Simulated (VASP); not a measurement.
```yaml
crystal:
  lattice:
    - [0.00000, 2.04770, 2.04770]
    - [2.04770, 0.00000, 2.04770]
    - [2.04770, 2.04770, 0.00000]
  atoms:
    - { symbol: Ag, position: [0.00000, 0.00000, 0.00000] }
```

These are rev-vdW-DF2, VASP's PBE PAW potentials (set 64) (plane waves; VASP) values and carry that method's errors. Numerical set-up: 520 eV cut-off, 17×17×17 Γ-centred mesh, tetrahedra with Blöchl corrections, potentials Ag.

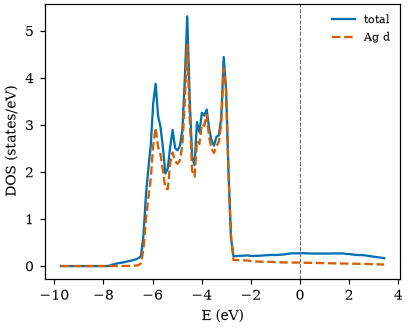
Figure. Total and projected density of states, zero at the Fermi level

Within 2 eV below the Fermi level the largest weight inside VASP's projection spheres is Ag d, then Ag p.

It has no gap at this level: it comes out as a metal or semimetal.

The compound is Ag in the fcc structure. It was relaxed first.
